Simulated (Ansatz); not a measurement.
BH$_{2}$F$_{3}$: several calculations on one system

**1. Relaxation**

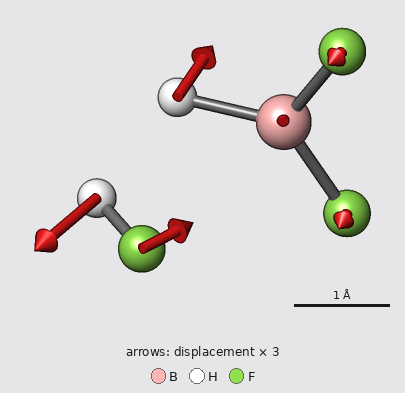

A relaxation of BH2F3. The starting structure is drawn; red arrows show the displacements, 3 times their true length. The two geometries are superimposed by the best rigid fit.

Style: ball-and-stick. Shown from a free direction.

The run prepares an end point of a later path (reaction) calculation, from a guessed geometry.

Computed with Ansatz 0.2.0, RKS PBE0-D4/def2-SVP. (no spin polarisation; force threshold 0.03 eV/Å; at most 50 steps)

Question: What happened in the run?

Answer: The largest move after the best rigid fit is that of an H atom, 0.41 Å. Largest moves by element: H 0.41 Å, F 0.25 Å, B 0.03 Å. Some distances before and after: B–H 1.198 → 1.206 Å, B–F 1.311 → 1.317 Å. After 11 accepted moves (14 points after the start) the energy has fallen by 0.064 eV. Largest force component: 0.25 eV/Å at the start, 0.0084 eV/Å at the end. The line search rejected the trial steps at points 1, 3, 13 of the run. The forces were under the threshold at step 10, but the run went on from there.

**2. Relaxation**

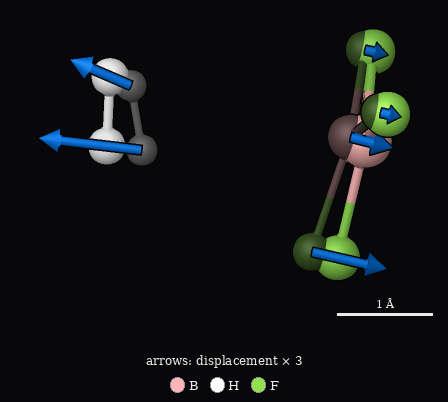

A relaxation of BH2F3. The starting structure is drawn faded, the final one solid; blue arrows show the displacements, magnified 3 times. The two geometries are superimposed by the best rigid fit.

A ball-and-stick model, seen face on.

The run prepares an end point of a later path (reaction) calculation, from a guessed geometry.

These are results of Ansatz 0.2.0, RKS PBE0-D4/def2-SVP, not measurements. Set-up: no spin polarisation; force threshold 0.03 eV/Å; at most 50 steps.

### What happened in the run?

The largest move after the best rigid fit is that of an H atom, 0.38 Å. By element the largest moves are H 0.38 Å, F 0.28 Å, B 0.16 Å. Among the contacts that change: H–H 0.718 → 0.761 Å, B–F 1.317 → 1.311 Å. Over 6 geometry steps the energy falls by 2.44 kcal/mol. Largest force component: 1.7 eV/Å at the start, 0.03 eV/Å at the end.

**3. Path**

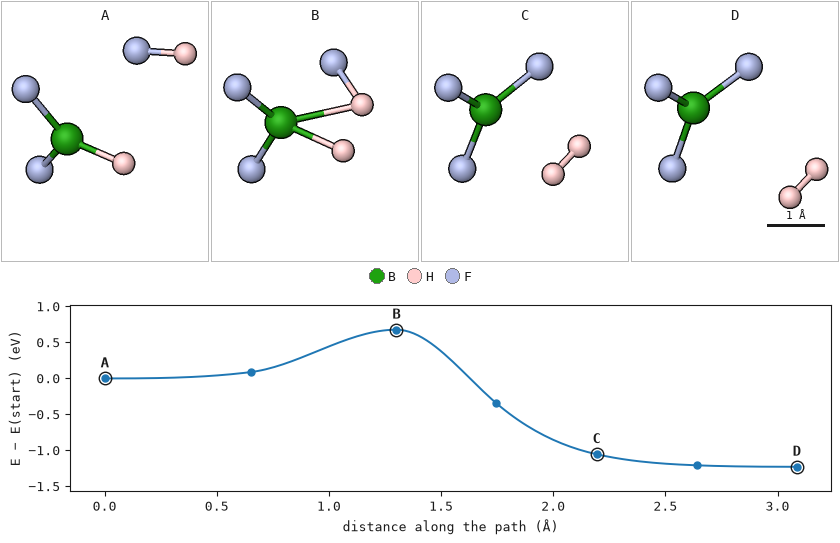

A search for the minimum-energy path of BH₂F₃, made up at the start of BHF$_{2}$ and HF by the nudged elastic band. Images are numbered from 0 (start) to 6 (end). Frames A to D are images 0, 2, 4, 6. Style: ball-and-stick. Shown from a free direction.

These are results of RKS PBE0-D4/def2-SVP in Ansatz 0.2.0, not measurements. Settings: 5 movable images; climbing image; force threshold 0.05 eV/Å; iteration limit 60; starting path through a guess of the saddle point.

### Read off the barrier and say what moves.

The highest point, image 2, lies 0.68 eV above the start and 1.91 eV above the end; the end is at −1.23 eV relative to the start. Breaking: B–H (1.21 → 2.80 Å), F–H (0.92 → 2.75 Å). Forming: B–F (2.29 → 1.31 Å), H–H (2.58 → 0.76 Å). The band converged in 17 iterations. The largest component of the band force went from 7 to 0.025 eV/Å. The climbing image converged on the top of the path. Its vibrational analysis gives one imaginary mode (1168i cm⁻¹), as a transition state must have.

Limits of the set-up: the start holds two separate molecules, 2.3 Å apart at their closest, whose relative position is a soft coordinate.

Cost: 2.5 min on 1 thread of Arm Neoverse V1, with other jobs on the host, peak memory 0.12 GiB.
